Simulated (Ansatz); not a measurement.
Input file:

```
crystal:
  periodic: [false, false, false]
  atoms:
    - {symbol: C, position_ang: [1.212638, -1.240033, 1.385924]}
    - {symbol: C, position_ang: [1.136672, -0.715811, 0.295878]}
    - {symbol: C, position_ang: [1.049380, -0.055374, -0.994286]}
    - {symbol: C, position_ang: [2.077355, 1.056951, -1.375834]}
    - {symbol: C, position_ang: [0.931131, 1.818242, -2.086615]}
    - {symbol: C, position_ang: [-0.059437, 0.996273, -1.251019]}
    - {symbol: F, position_ang: [-1.190954, 0.548810, -1.882509]}
    - {symbol: H, position_ang: [1.277013, -1.711719, 2.348088]}
    - {symbol: H, position_ang: [0.992695, -0.799938, -1.806335]}
    - {symbol: H, position_ang: [2.440764, 1.582553, -0.481516]}
    - {symbol: H, position_ang: [2.938133, 0.742168, -1.980849]}
    - {symbol: H, position_ang: [0.893055, 2.913293, -2.002975]}
    - {symbol: H, position_ang: [0.847832, 1.528713, -3.145120]}
    - {symbol: H, position_ang: [-0.357514, 1.501784, -0.317660]}
basis:
  gaussian: {orbitals: def2-SVPD}
output: {forces: true, orbitals: {seedname: orbitals}}
hamiltonian: {xc: pbe0}
```

Run with:

```sh
ansatz run input.yaml --threads 2 --pin off --max-ram 5220MiB --events-out events.jsonl --progress --plain --runs-dir runs
```

Geometry: B3LYP-D3(BJ)/def2-SVP.

Computed with isolated molecule in a Gaussian basis; Kohn-Sham density functional theory, functional PBE0 (Ansatz 0.2.0).

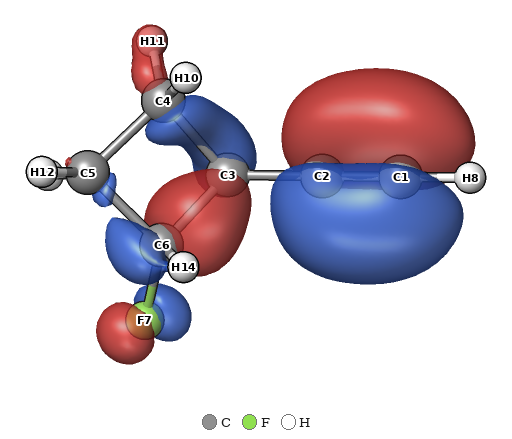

C6H7F. The HOMO at ±0.1 Å⁻³ᐟ² (red and blue are the two phases), seen across its widest extent.

Describe this orbital and give its energy.

Answer. Its weight (Hirshfeld) is mainly on C1 (about 40 %), C2 (about 30 %), C3 (about 10 %) and C6 (about 5 %); π-bonding across C1–C2. Its energy is −7.77 eV.
